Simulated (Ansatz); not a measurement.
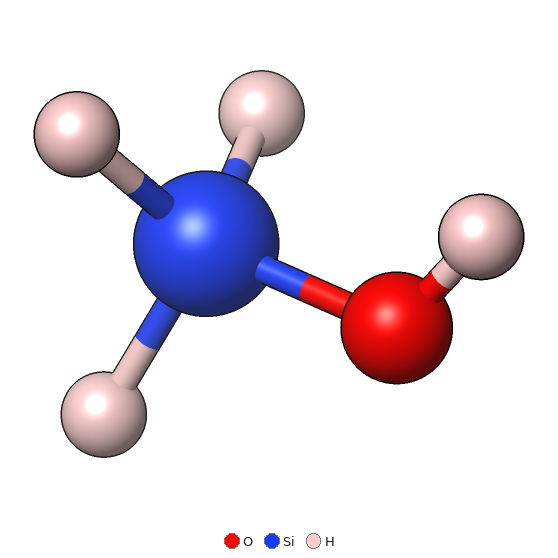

The picture shows a molecular structure as a ball-and-stick model.

The computed structure is the end point of a PBE0-D4/def2-TZVP optimisation.

Which formula does it have?

H₄OSi, 6 atoms: 4 hydrogen, 1 oxygen and 1 silicon.

What is the point group of this geometry?

Cs.

How many sets of symmetry-equivalent atoms are there?

5: 1 O, 1 Si, 1 H, 2 H, 1 H.

How many bonds of each kind are drawn?

3 Si–H, 1 O–Si, 1 O–H. Sticks follow a distance rule.

More results for the same structure follow; atom numbers are the same in all pictures, views and colours differ.

**Shape**

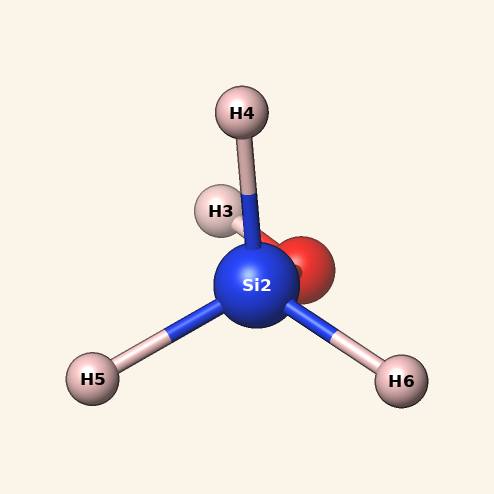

O1 lies behind Si2. The molecule seen a little off the Si2–O1 bond, Si2 in front. Distant atoms are faded towards the background colour.

What is the torsion angle H4–Si2–O1–H3? The sign is positive where the front bond must turn clockwise to cover the back bond.

−60°, synclinal (gauche).

**Electronic properties**

Properties computed with RKS PBE0-D4/def2-TZVP (Ansatz 0.2.0).

What does the calculation give?

- dipole moment: 1.36 D
- harmonic zero-point energy: 100.9 kJ/mol

**Vibrations**

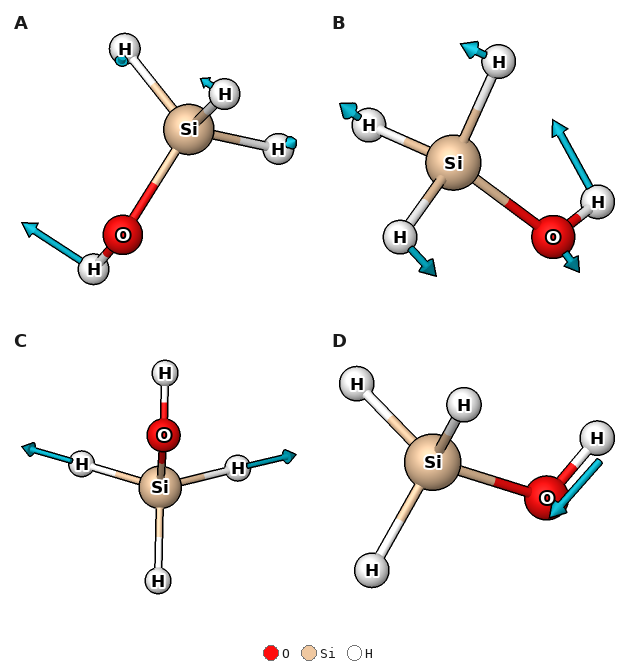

4 normal modes of one molecule or complex, as arrows. Harmonic vibrations computed with RKS PBE0-D4/def2-TZVP (Ansatz 0.2.0) at a stationary point of the same level.

Match the panels to the wavenumbers 196 cm⁻¹, 848 cm⁻¹, 2214 cm⁻¹, 3931 cm⁻¹.

A: 196 cm⁻¹, a torsion or out-of-plane motion in which bond lengths and bond angles hardly change
B: 848 cm⁻¹
C: 2214 cm⁻¹, in-phase stretching of 2 Si–H bonds
D: 3931 cm⁻¹, O–H stretching

**Thermal motion**

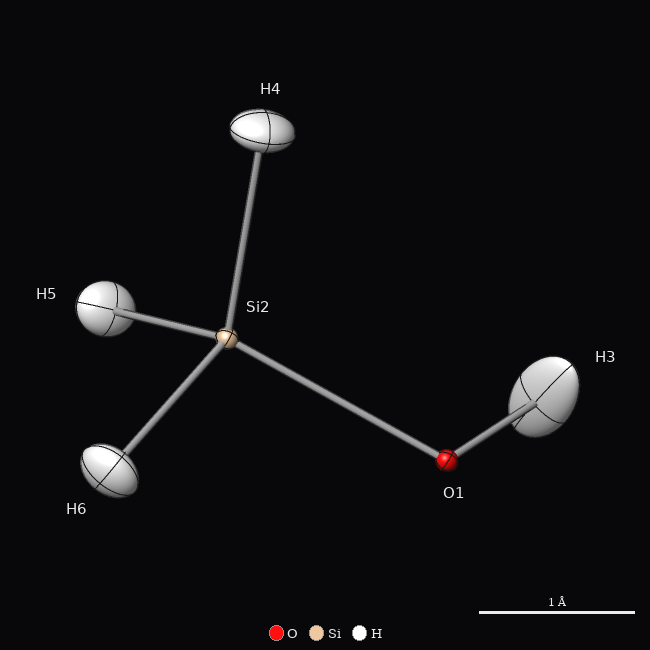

Displacement ellipsoids at the 50 % level, from the internal vibrations of the free molecule (harmonic, no overall translation or rotation; no half-axis is drawn under 0.075 Å). Vibrations computed with RKS PBE0-D4/def2-TZVP (Ansatz 0.2.0). Temperature: 100 K.

Which atom has the largest mean-square displacement?

H3, with U_eq = 0.0339 Å².

Does H3 move more along its bond or across it?

Across it: the root-mean-square amplitude is 0.065 Å along the bond and up to 0.280 Å across, since bending and torsion are softer than stretching.

Give the displacement parameters, one line for each set of equivalent atoms.

```
  atom  U_eq (Å²)   rms amplitudes (Å)
    O1    0.00048  0.012, 0.022, 0.028
   Si2    0.00016  0.011, 0.011, 0.016
    H3     0.0339  0.065, 0.138, 0.280
H4, H5     0.0136  0.086, 0.116, 0.141
    H6     0.0135  0.085, 0.120, 0.137
```

**Charges**

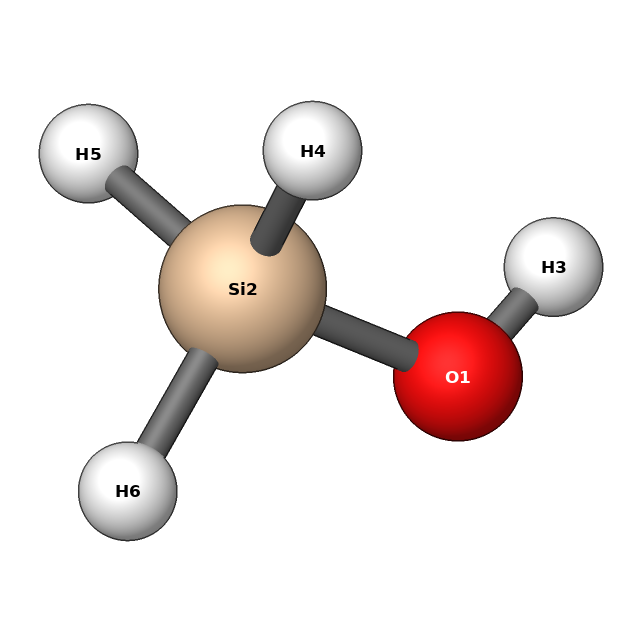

The questions are on Mulliken charges. Method: RKS PBE0-D4/def2-TZVP (Ansatz 0.2.0).

List the Mulliken charges.

| atom | value (e) |
| --- | --- |
| O1 | −0.53 |
| Si2 | 0.33 |
| H3 | 0.32 |
| H4 | −0.05 |
| H5 | −0.05 |
| H6 | −0.03 |

Mulliken values depend strongly on the basis set and can even reverse the polarity of a bond.
